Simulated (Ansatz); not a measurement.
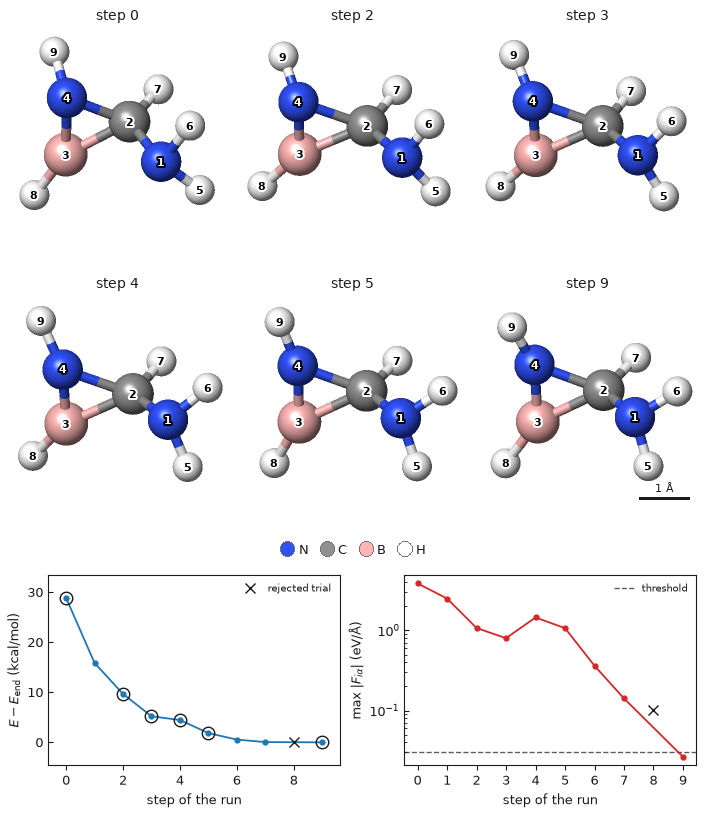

Frames of a relaxation of CH₅BN₂ (coarse preliminary run), marked on the history of the run. A ball-and-stick model, seen at a tilt.

The start comes from a force field.

The calculation used RKS PBE-D4/def2-SVP (Ansatz). (force threshold 0.03 eV/Å; at most 200 steps)

> What happens along the run?

The atom that moves furthest after the best rigid fit is H9 (0.70 Å). By element the largest moves are H 0.70 Å, N 0.46 Å, B 0.17 Å, C 0.12 Å. Near-neighbour distances that change, for instance: B3–N4 1.536 → 1.356 Å, N1–H6 1.121 → 1.026 Å, N4–H9 1.114 → 1.020 Å, C2–B3 1.530 → 1.580 Å. Among the angles between lasting bonds that change: B3–N4–H9 105.5° → 156.6°, C2–N4–H9 106.7° → 135.3°, N1–C2–B3 111.3° → 121.5°. Groups turn about N1–C2 by about 40°. The energy falls by 28.9 kcal/mol in 8 accepted moves (9 points after the start). Largest force component: 3.9 eV/Å at the start, 0.026 eV/Å at the end. The line search rejected the trial step at point 8 of the run. The run took 11 s on 2 threads of Arm Neoverse V2, with other jobs on the host. From step 0 to 2: H8 moves most (0.23 Å), energy −19.2 kcal/mol. From step 2 to 3: H6 moves most (0.20 Å), energy −4.46 kcal/mol. From step 3 to 4: H9 moves most (0.19 Å), energy −0.75 kcal/mol. From step 4 to 5: H atoms move most (0.20 Å), energy −2.61 kcal/mol. From step 5 to 9: H9 moves most (0.13 Å), energy −1.85 kcal/mol.
